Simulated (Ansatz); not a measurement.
Geometry relaxation, with input and output: CH₅BrOSi (part 2 of 2)

Continued. System: CH₅BrOSi. Method: RKS PBE-D4/def2-SVP (Ansatz 0.2.0). It belongs to a series of runs on one base structure; here: end point A relaxed.

Geometry of the input (Å):
```
Si -0.2867  1.4683  0.3155
Br 0.0267  1.4333  -1.9574
O  -0.2398  -0.2438  0.6282
C  0.2374  -1.5277  -0.0498
H  0.3844  -1.2382  -1.0962
H  -1.6172  2.0311  0.6958
H  0.8624  2.1897  0.9603
H  1.1917  -1.8294  0.4276
H  -0.5591  -2.2833  0.0761
```

**Trajectory as extended XYZ, continued**
```
9
Properties=species:S:1:pos:R:3:forces:R:3 step=5 energy=-81059.72821
Si   -0.2770    1.3284    0.2430    0.0795  -0.0029  -0.1599
Br   -0.0749    1.6300   -1.9879   -0.0187   0.0442   0.1125
O    -0.4658   -0.2911    0.5552   -0.0793  -0.0707   0.0850
C     0.2108   -1.4084    0.0099    0.1099  -0.0168  -0.0593
H     0.4732   -1.2579   -1.0620   -0.0094   0.0411   0.0306
H    -1.5153    2.0076    0.7359    0.0170  -0.0321  -0.0234
H     0.9566    1.9247    0.8650   -0.0090  -0.0493  -0.0241
H     1.1484   -1.6408    0.5681   -0.0789   0.0740  -0.0064
H    -0.4561   -2.2926    0.0729   -0.0111   0.0125   0.0451
9
Properties=species:S:1:pos:R:3:forces:R:3 step=6 energy=-81059.74507
Si   -0.2809    1.3088    0.2179   -0.0448  -0.0025   0.0438
Br   -0.0951    1.7017   -1.9870    0.0144   0.0328  -0.0331
O    -0.5638   -0.3068    0.4888   -0.0684  -0.0413   0.0166
C     0.2070   -1.3968    0.0137   -0.0955   0.0062   0.0300
H     0.4816   -1.2739   -1.0550    0.0240   0.0010  -0.0787
H    -1.4823    2.0195    0.7511    0.0234   0.0159  -0.0151
H     0.9935    1.7932    0.8502    0.0172  -0.0110  -0.0170
H     1.1359   -1.5237    0.6061    0.1282  -0.0130   0.0505
H    -0.3961   -2.3221    0.1142    0.0015   0.0119   0.0030
9
Properties=species:S:1:pos:R:3:forces:R:3 step=7 energy=-81059.74141 accepted=F
Si   -0.3012    1.2948    0.2010    0.0316  -0.0993   0.0144
Br   -0.1205    1.7863   -1.9884   -0.0040   0.0308   0.0182
O    -0.6787   -0.3229    0.3918    0.3445  -0.2216  -0.0392
C     0.2048   -1.3902    0.0207   -0.0938   0.1403   0.1358
H     0.5157   -1.3140   -1.0470   -0.0040   0.0325   0.0689
H    -1.4462    2.0564    0.7946    0.0692  -0.0384  -0.0510
H     1.0331    1.6570    0.8151   -0.1541  -0.0640  -0.0277
H     1.1248   -1.4099    0.6625   -0.2213   0.0298  -0.1575
H    -0.3318   -2.3574    0.1497    0.0319   0.1899   0.0380
9
Properties=species:S:1:pos:R:3:forces:R:3 step=8 energy=-81059.75088
Si   -0.2910    1.2979    0.2125   -0.0026  -0.0151   0.0047
Br   -0.0796    1.7475   -1.9812    0.0043   0.0100  -0.0087
O    -0.6160   -0.3184    0.4485   -0.0166   0.0169   0.0003
C     0.2031   -1.3917    0.0144   -0.0230  -0.0293   0.0207
H     0.4598   -1.3056   -1.0647    0.0010  -0.0023  -0.0112
H    -1.4710    2.0359    0.7524    0.0038   0.0023   0.0002
H     1.0010    1.7221    0.8542   -0.0045  -0.0140  -0.0013
H     1.1495   -1.4497    0.5980    0.0171   0.0065  -0.0024
H    -0.3560   -2.3381    0.1658    0.0206   0.0250  -0.0025
9
Properties=species:S:1:pos:R:3:forces:R:3 step=9 energy=-81059.75065 accepted=F
Si   -0.2983    1.2891    0.2034    0.0140  -0.0666   0.0473
Br   -0.0521    1.7851   -1.9788    0.0043   0.0028   0.0428
O    -0.6700   -0.3258    0.4048    0.1187  -0.0516  -0.0518
C     0.1974   -1.3843    0.0119    0.0198  -0.0348   0.0774
H     0.4199   -1.3460   -1.0805   -0.0069  -0.0120   0.0845
H    -1.4590    2.0488    0.7547   -0.0055   0.0084  -0.0203
H     1.0011    1.6431    0.8790   -0.0401  -0.0060  -0.0493
H     1.1675   -1.3574    0.5723   -0.1714  -0.0056  -0.1093
H    -0.3066   -2.3527    0.2332    0.0670   0.1655  -0.0212
9
Properties=species:S:1:pos:R:3:forces:R:3 step=10 energy=-81059.75205
Si   -0.2979    1.2906    0.2113    0.0361   0.0234  -0.0155
Br   -0.0594    1.7738   -1.9734   -0.0121  -0.0098  -0.0078
O    -0.6413   -0.3244    0.4319    0.0093  -0.0095  -0.0188
C     0.2001   -1.3892    0.0147    0.0091  -0.0073   0.0108
H     0.4365   -1.3260   -1.0713   -0.0039  -0.0014   0.0123
H    -1.4705    2.0427    0.7482    0.0084  -0.0112   0.0100
H     1.0030    1.6836    0.8559   -0.0270  -0.0115   0.0223
H     1.1598   -1.4061    0.5821   -0.0289   0.0082  -0.0192
H    -0.3305   -2.3451    0.2007    0.0091   0.0193   0.0059
9
Properties=species:S:1:pos:R:3:forces:R:3 step=11 energy=-81059.75172 accepted=F
Si   -0.2926    1.2891    0.2049   -0.0548  -0.0004   0.0221
Br   -0.0626    1.7842   -1.9792    0.0347   0.0056   0.0426
O    -0.6624   -0.3240    0.4030    0.0697  -0.0464  -0.0134
C     0.1984   -1.3851    0.0117    0.0130   0.0059   0.0164
H     0.4228   -1.3494   -1.0789   -0.0056  -0.0064   0.0379
H    -1.4580    2.0483    0.7477    0.0035   0.0010  -0.0038
H     0.9994    1.6479    0.8886   -0.0057  -0.0015  -0.0594
H     1.1654   -1.3647    0.5700   -0.0717   0.0010  -0.0430
H    -0.3106   -2.3462    0.2322    0.0169   0.0412   0.0006
9
Properties=species:S:1:pos:R:3:forces:R:3 step=12 energy=-81059.75286
Si   -0.2967    1.2904    0.2094    0.0084   0.0085   0.0007
Br   -0.0512    1.7805   -1.9725   -0.0021  -0.0012  -0.0032
O    -0.6481   -0.3243    0.4195    0.0072  -0.0030  -0.0100
C     0.1988   -1.3881    0.0126    0.0031  -0.0057   0.0053
H     0.4229   -1.3417   -1.0767   -0.0030  -0.0017   0.0060
H    -1.4688    2.0421    0.7477    0.0039  -0.0032   0.0019
H     0.9992    1.6723    0.8696   -0.0112  -0.0062   0.0056
H     1.1644   -1.3861    0.5691   -0.0118   0.0036  -0.0102
H    -0.3206   -2.3451    0.2214    0.0054   0.0089   0.0040
9
Properties=species:S:1:pos:R:3:forces:R:3 step=13 energy=-81059.75323
Si   -0.2967    1.2898    0.2083   -0.0047  -0.0004   0.0067
Br   -0.0412    1.7897   -1.9701    0.0030   0.0011   0.0004
O    -0.6545   -0.3249    0.4088    0.0057   0.0015  -0.0056
C     0.1975   -1.3876    0.0107    0.0023  -0.0096   0.0000
H     0.4080   -1.3577   -1.0820   -0.0031  -0.0032   0.0111
H    -1.4686    2.0421    0.7456    0.0004   0.0001  -0.0008
H     0.9956    1.6612    0.8808   -0.0023  -0.0021  -0.0024
H     1.1698   -1.3670    0.5550   -0.0089   0.0001  -0.0094
H    -0.3103   -2.3456    0.2428    0.0076   0.0125   0.0001
9
Properties=species:S:1:pos:R:3:forces:R:3 step=14 energy=-81059.75343
Si   -0.2978    1.2889    0.2079   -0.0044  -0.0118   0.0082
Br   -0.0229    1.8016   -1.9652    0.0025   0.0028   0.0055
O    -0.6631   -0.3259    0.3960    0.0065   0.0026  -0.0030
C     0.1955   -1.3870    0.0080    0.0086  -0.0257  -0.0032
H     0.3844   -1.3803   -1.0898   -0.0037  -0.0043   0.0333
H    -1.4704    2.0422    0.7421   -0.0026   0.0030  -0.0043
H     0.9904    1.6471    0.8951    0.0002   0.0016  -0.0069
H     1.1786   -1.3404    0.5325   -0.0260  -0.0053  -0.0200
H    -0.2950   -2.3463    0.2734    0.0190   0.0371  -0.0094
9
Properties=species:S:1:pos:R:3:forces:R:3 step=15 energy=-81059.75350
Si   -0.2975    1.2886    0.2086   -0.0091  -0.0039   0.0049
Br   -0.0203    1.8043   -1.9634    0.0045  -0.0009   0.0025
O    -0.6628   -0.3262    0.3963    0.0078   0.0040  -0.0056
C     0.1953   -1.3875    0.0077    0.0069  -0.0204  -0.0007
H     0.3800   -1.3837   -1.0905   -0.0033  -0.0018   0.0232
H    -1.4717    2.0421    0.7389   -0.0005   0.0004   0.0014
H     0.9897    1.6476    0.8973   -0.0006  -0.0002  -0.0052
H     1.1803   -1.3390    0.5280   -0.0186  -0.0035  -0.0143
H    -0.2932   -2.3462    0.2773    0.0130   0.0265  -0.0063
```

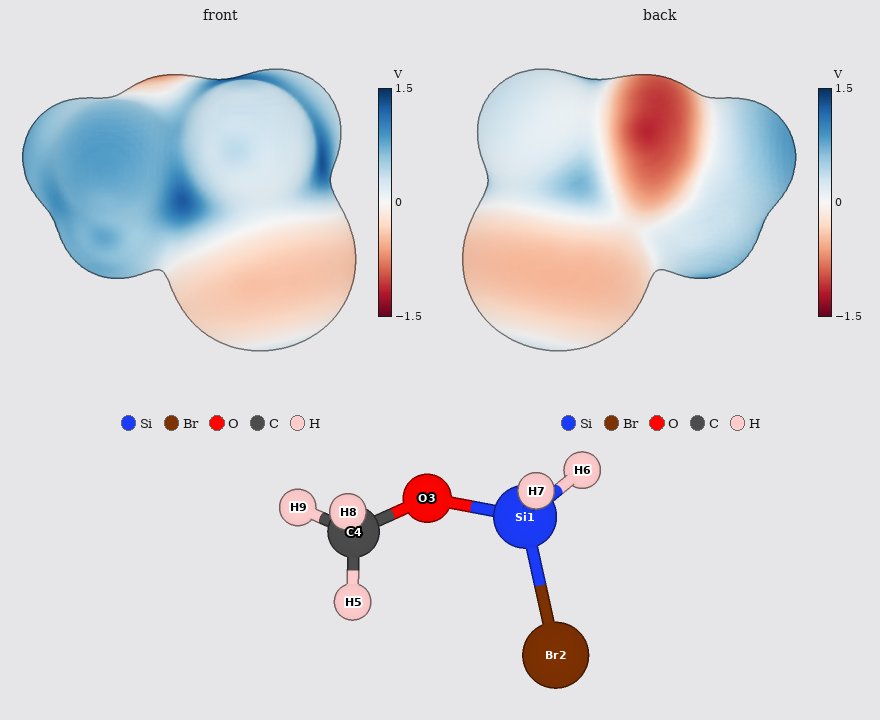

*The electrostatic potential painted on the density surface at 0.002 e/bohr³, seen face on and from behind; the colour scale runs from red (negative) to blue (positive). The bare structure is drawn below in the same view.*

A positive charge is drawn to the negative regions and a negative charge to the positive ones.

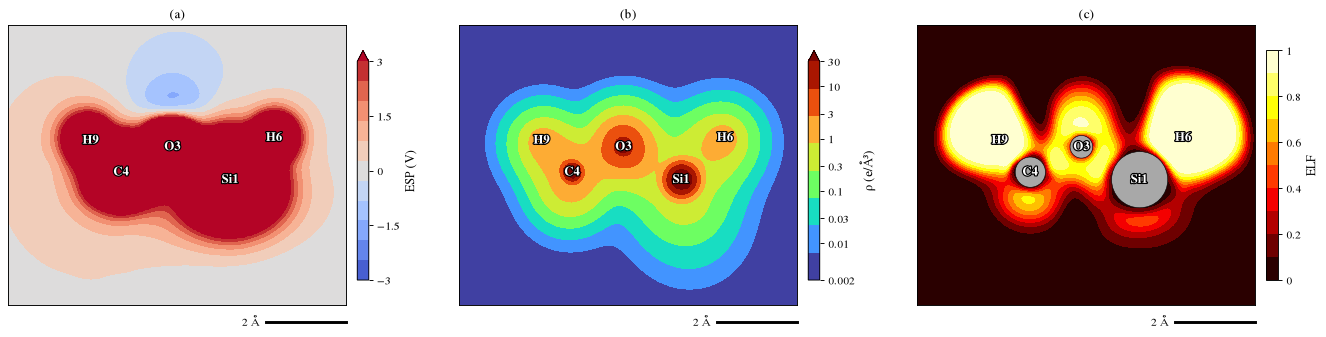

*(a) electrostatic potential; (b) total electron density; (c) electron localisation function on the plane of atoms O3, C4 and H9. Grey discs, where drawn, cover atomic cores.*

Atoms in the plane: Si, O, C and H. Si–O (1.67 Å): ρ is about 1.1 e/Å³ halfway; the ELF peaks at about 0.85 between the atoms. C–H (1.11 Å): ρ is about 1.9 e/Å³ halfway; the ELF climbs to about 1 towards the hydrogen, as it does in any bond to H; a covalent bond by its length. Si–H (1.49 Å): ρ at the midpoint is about 0.78 e/Å³; the ELF climbs to about 1 towards the hydrogen.
